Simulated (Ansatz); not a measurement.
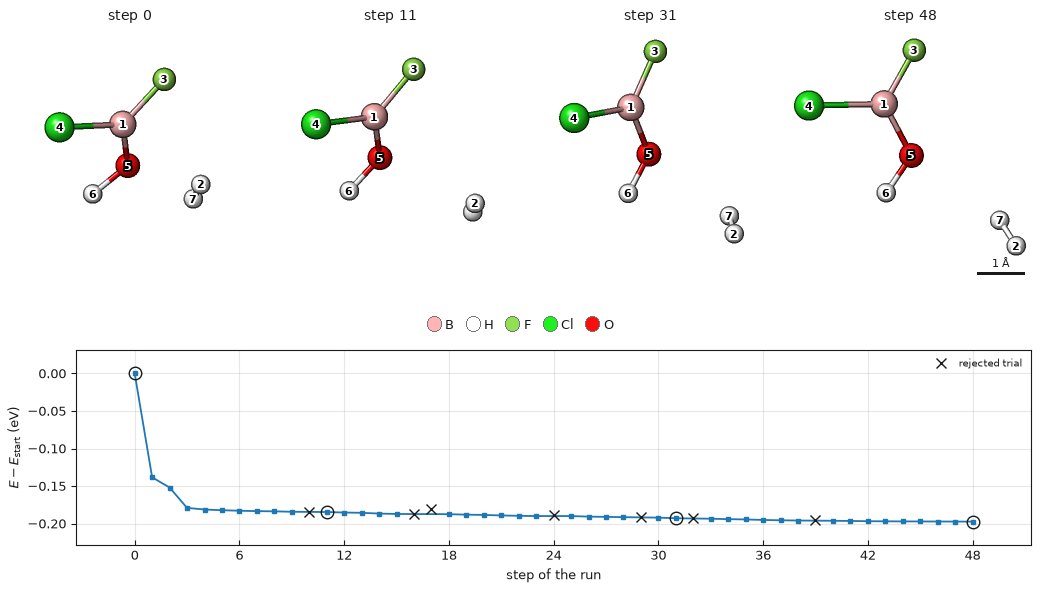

Frames of a relaxation of BH$_{3}$OClF, marked on the history of the run. Style: ball-and-stick. Shown from a free direction.

The run prepares an end point of a later path (reaction) calculation, from a guessed geometry.

Computed with RKS PBE0/def2-SVP (Ansatz). (no spin polarisation; force threshold 0.03 eV/Å; at most 50 steps)

Question: What happens along the run?

Answer: The relaxation stopped without meeting its thresholds, so the last structure isn't shown to be converged. H2 moves most after the best rigid fit: 1.52 Å. By element the largest moves are H 1.52 Å, Cl 0.95 Å, F 0.94 Å, B 0.60 Å, O 0.49 Å. Near-neighbour distances that change, for instance: H2–H7 0.718 → 0.762 Å, B1–O5 1.372 → 1.342 Å. The energy falls by 0.197 eV in 41 accepted moves (48 points after the start). The largest force component goes from 1.8 to 0.045 eV/Å. The line search rejected the trial steps at points 10, 16, 17, 24, 29, 32, 39 of the run. The forces were under the threshold at step 18, but the run went on from there. Cost: 80 s on 2 threads of Arm Neoverse V1, on a shared host, peak memory 0.17 GiB. From step 0 to 11: H2 moves most (0.60 Å), energy −0.185 eV. From step 11 to 31: F3 moves most (0.65 Å), energy −0.008 eV. From step 31 to 48: Cl4 moves most (0.78 Å), energy −0.005 eV.

```json
{"step": "0", "E − E(0), eV": "0.0000", "largest force component, eV/Å": "1.7965", "note": ""}
{"step": "1", "E − E(0), eV": "-0.1383", "largest force component, eV/Å": "0.5068", "note": ""}
{"step": "2", "E − E(0), eV": "-0.1519", "largest force component, eV/Å": "0.6515", "note": ""}
{"step": "3", "E − E(0), eV": "-0.1791", "largest force component, eV/Å": "0.2811", "note": ""}
{"step": "4", "E − E(0), eV": "-0.1812", "largest force component, eV/Å": "0.2369", "note": ""}
{"step": "5", "E − E(0), eV": "-0.1822", "largest force component, eV/Å": "0.0624", "note": ""}
{"step": "6", "E − E(0), eV": "-0.1828", "largest force component, eV/Å": "0.0541", "note": ""}
{"step": "7", "E − E(0), eV": "-0.1834", "largest force component, eV/Å": "0.0633", "note": ""}
{"step": "8", "E − E(0), eV": "-0.1837", "largest force component, eV/Å": "0.1336", "note": ""}
{"step": "9", "E − E(0), eV": "-0.1842", "largest force component, eV/Å": "0.1074", "note": ""}
{"step": "10", "E − E(0), eV": "-0.1839", "largest force component, eV/Å": "0.2673", "note": "rejected"}
{"step": "12", "E − E(0), eV": "-0.1852", "largest force component, eV/Å": "0.1640", "note": ""}
{"step": "14", "E − E(0), eV": "-0.1866", "largest force component, eV/Å": "0.0798", "note": ""}
{"step": "16", "E − E(0), eV": "-0.1868", "largest force component, eV/Å": "0.2397", "note": "rejected"}
{"step": "18", "E − E(0), eV": "-0.1874", "largest force component, eV/Å": "0.0236", "note": ""}
{"step": "20", "E − E(0), eV": "-0.1885", "largest force component, eV/Å": "0.0818", "note": ""}
{"step": "22", "E − E(0), eV": "-0.1896", "largest force component, eV/Å": "0.0598", "note": ""}
{"step": "24", "E − E(0), eV": "-0.1889", "largest force component, eV/Å": "0.1871", "note": "rejected"}
{"step": "26", "E − E(0), eV": "-0.1907", "largest force component, eV/Å": "0.0530", "note": ""}
{"step": "28", "E − E(0), eV": "-0.1914", "largest force component, eV/Å": "0.0748", "note": ""}
{"step": "30", "E − E(0), eV": "-0.1920", "largest force component, eV/Å": "0.0300", "note": ""}
{"step": "32", "E − E(0), eV": "-0.1928", "largest force component, eV/Å": "0.1594", "note": "rejected"}
{"step": "34", "E − E(0), eV": "-0.1940", "largest force component, eV/Å": "0.1019", "note": ""}
{"step": "36", "E − E(0), eV": "-0.1951", "largest force component, eV/Å": "0.0717", "note": ""}
{"step": "38", "E − E(0), eV": "-0.1959", "largest force component, eV/Å": "0.0892", "note": ""}
{"step": "40", "E − E(0), eV": "-0.1962", "largest force component, eV/Å": "0.0863", "note": ""}
{"step": "42", "E − E(0), eV": "-0.1968", "largest force component, eV/Å": "0.0490", "note": ""}
{"step": "44", "E − E(0), eV": "-0.1971", "largest force component, eV/Å": "0.0422", "note": ""}
{"step": "46", "E − E(0), eV": "-0.1972", "largest force component, eV/Å": "0.0408", "note": ""}
{"step": "48", "E − E(0), eV": "-0.1973", "largest force component, eV/Å": "0.0451", "note": ""}
```

Limits of the set-up: the start holds two separate molecules, 2.2 Å apart at their closest, whose relative position is a soft coordinate and is computed without a dispersion correction.
